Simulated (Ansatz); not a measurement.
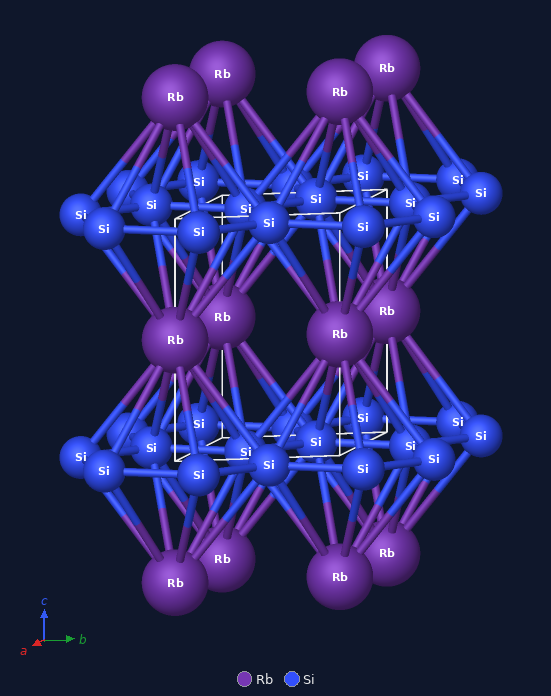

Crystal structure, ball-and-stick style, seen slightly off an axis. The edges of the simulation cell are marked. Periodic images bonded to atoms of the box are shown as well.

The run was set up as follows:
```yaml
crystal:
  lattice:
    - [4.0333911165, 0.0, 0.0]
    - [-2.0166955582, 3.4930191703, 0.0]
    - [0.0, 0.0, 5.823052586]
  atoms:
    - { symbol: Rb, position: [0.0, 0.0, 0.5] }
    - { symbol: Si, position: [0.3333333333, 0.6666666667, 0.0] }
    - { symbol: Si, position: [0.6666666667, 0.3333333333, 0.0] }
basis:
  ecutwfc: 420
kpoints:
  mp_grid: { grid: [12, 12, 8] }
  band_path:
    path:
      - [[0.0, 0.0, 0.0], [0.5, 0.0, 0.0], [0.33333333, 0.33333333, 0.0], [0.0, 0.0, 0.0], [0.0, 0.0, 0.5], [0.5, 0.0, 0.5], [0.33333333, 0.33333333, 0.5], [0.0, 0.0, 0.5]]
      - [[0.5, 0.0, 0.5], [0.5, 0.0, 0.0]]
      - [[0.33333333, 0.33333333, 0.5], [0.33333333, 0.33333333, 0.0]]
    npoints: 14
hamiltonian:
  xc: pbe
scf:
  occupations: { method: gaussian, width: 0.1 }
  n_extra_bands: 7
output:
  forces: true
  stress: true
  eigenvalues: true
  populations: true
  dos: { projected: true, de: 0.02, nscf_kmesh: { grid: [15, 15, 10] } }
  bader: true
  write_density: true
  write_potential: true
  elf: true
  volumetric_format: npy
```
Run as:
```sh
ansatz run input.yaml --threads 1 --pin off --max-ram 2560MiB --backend cpu --events-out ev --progress --plain --runs-dir out
```

Level of theory and settings: DFT PBE, scalar-relativistic, plane waves, PAW in Ansatz 0.2.0, plane-wave cutoff 420 eV, a 12×12×8 k-point grid, Gaussian smearing of 0.1 eV, no spin polarisation.

List the Bader charges.

Rb +0.69 e; Si -0.35 e.

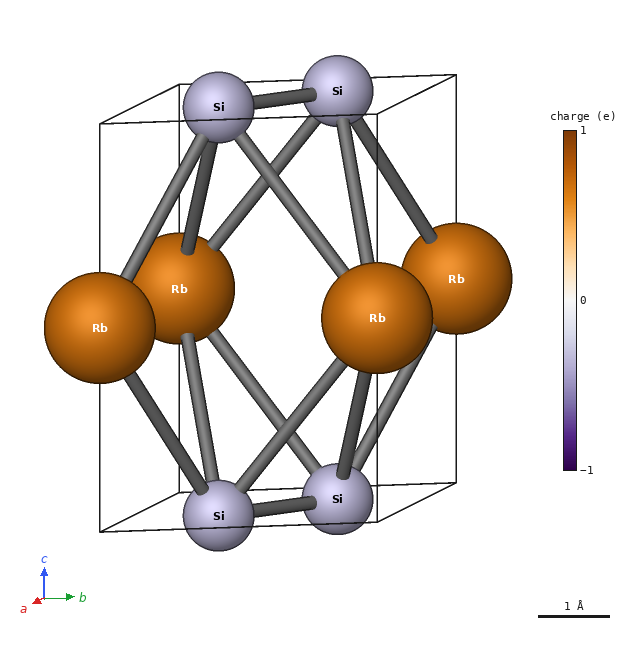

The atoms coloured by those charges.

The structure was taken from a random cell made by a generator, so it need not be a real form of the compound. Earlier steps of the study may have refined or changed the cell and positions. It was run through Ansatz as a DFT input.
